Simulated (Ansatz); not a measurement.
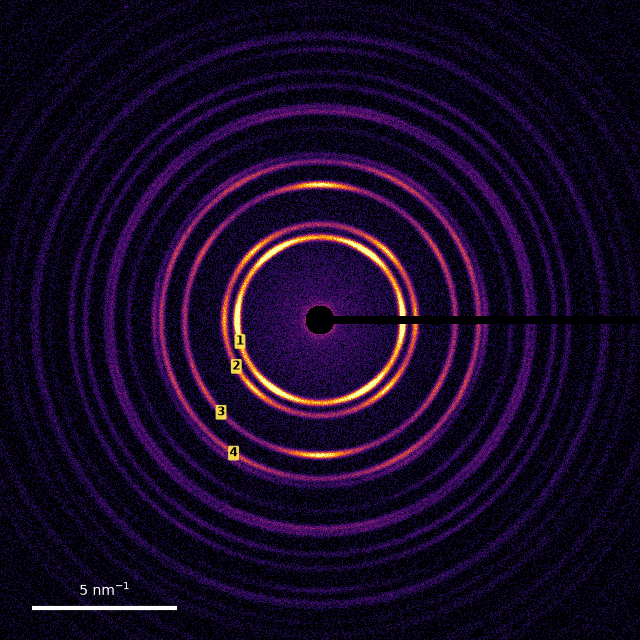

Simulated electron diffraction rings at 200 kV (λ = 0.0251 Å), scale in nm⁻¹ (radius = 1/d), for a sample with fibre texture (March–Dollase model, fibre axis vertical in the picture). Kinematic intensities with B = 1.0 Å² for all atoms, without multiple scattering; brightness goes as intensity to the power 0.6, clipped at the top, with counting noise. Reflections closer than the ring width show as one ring.

The sample is Sr, space group Fm-3m, a = 6.080 Å, b = 6.080 Å, c = 6.080 Å, α = 90.00°, β = 90.00°, γ = 90.00°. Structure used: the input geometry of an electronic-structure calculation (not necessarily at equilibrium).

> Index rings 1 to 4.

```
ring     radius  d (Å)  hkl
   1  2.85 nm⁻¹   3.51  111
   2  3.29 nm⁻¹   3.04  200
   3  4.65 nm⁻¹   2.15  220
   4  5.45 nm⁻¹  1.833  311
```

> Which lattice planes lie preferentially normal to the fibre axis?

The (2 2 0) planes: ring 3 is concentrated at the top and bottom of the pattern (March parameter 0.35).
